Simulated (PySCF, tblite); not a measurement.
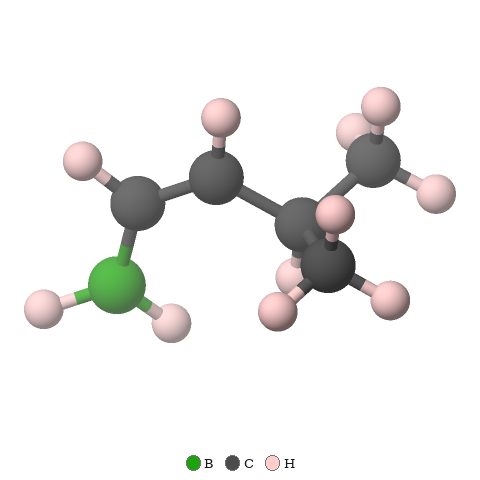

Structure of C₅H₁₁B, SMILES B/C=C\C(C)C.

Vertical TDDFT excitations, B3LYP/def2-SVPD in PySCF 2.14.0, at a GFN2-xTB geometry (a minimum by its frequencies), gas phase.

Question: Where does it absorb, and how strongly?

Answer: The lowest singlet lies at 4.99 eV (249 nm, f = 0.072); the brightest of the first 8 is S2 at 5.25 eV (236 nm), f = 0.161, mixed, the largest part being HOMO → LUMO (45 %). No singlet lies below 3.1 eV (beyond 400 nm), so at this level no vertical transition falls in the visible.


| state | E (eV) | λ (nm) | f | main character |
| --- | --- | --- | --- | --- |
| S1 | 4.99 | 249 | 0.072 | HOMO−1 → LUMO (56 %) |
| S2 | 5.25 | 236 | 0.161 | HOMO → LUMO (45 %) |
| S3 | 5.67 | 219 | 0.065 | HOMO−2 → LUMO (86 %) |
| S4 | 6.27 | 198 | 0.006 | HOMO−3 → LUMO (97 %) |
| S5 | 6.72 | 185 | 0.005 | HOMO−5 → LUMO (94 %) |
| S6 | 6.77 | 183 | 0.006 | HOMO−4 → LUMO (97 %) |
| S7 | 7.16 | 173 | 0.056 | HOMO → LUMO+1 (94 %) |
| S8 | 7.71 | 161 | 0.006 | HOMO → LUMO+4 (93 %) |

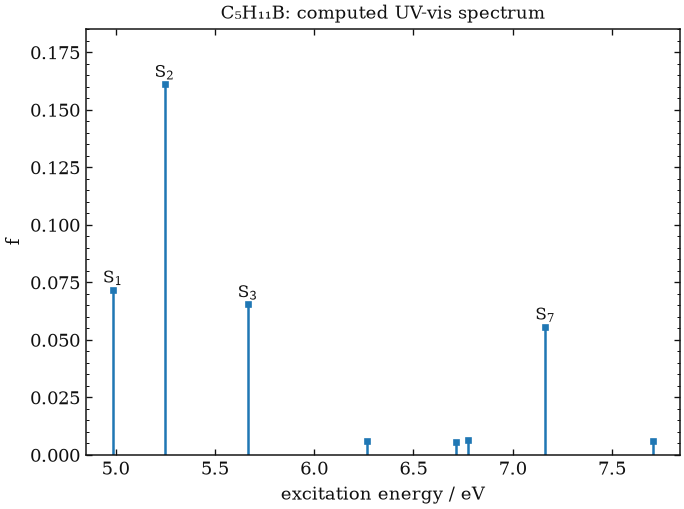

The lowest 8 singlet states are shown.

Known limits of this run: states above the negative HOMO energy depend on the basis; the tight-binding geometry is rougher than a DFT one and adds to the error; one conformer of a flexible molecule; core orbitals are frozen in the response.
